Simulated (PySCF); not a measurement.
W(O)(F)4, SMILES [O]=[W]([F])([F])([F])[F] (F₄OW), B3LYP/def2-SVP optimised geometry. Atoms within 1.6 Å of the plane z = 0.0 Å (x, y, z in Å): W1 (-0.86, -0.11, 0.00), O2 (-0.98, -1.81, -0.01), F3 (-0.72, 1.81, 0.00), F4 (0.98, -0.11, 0.00), F5 (-1.77, 0.09, -1.59), F6 (-1.77, 0.08, 1.59).

Calculation: B3LYP/def2-TZVP, def2 effective core potentials past Kr (PySCF 2.14.0). The core electrons that the potentials of W replace are not part of the density. Cells within 0.4 Å of a nucleus heavier than hydrogen are left out (blank, or x).

Map of the Laplacian of the electron density (e/bohr⁵), clipped to [-1.50, 1.50] on the plane z = 0.0 Å:

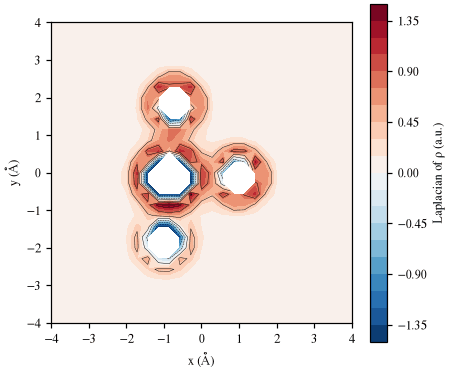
Figure: Laplacian of the electron density (e/bohr⁵), clipped to [-1.50, 1.50] on the plane z = 0.0 Å.
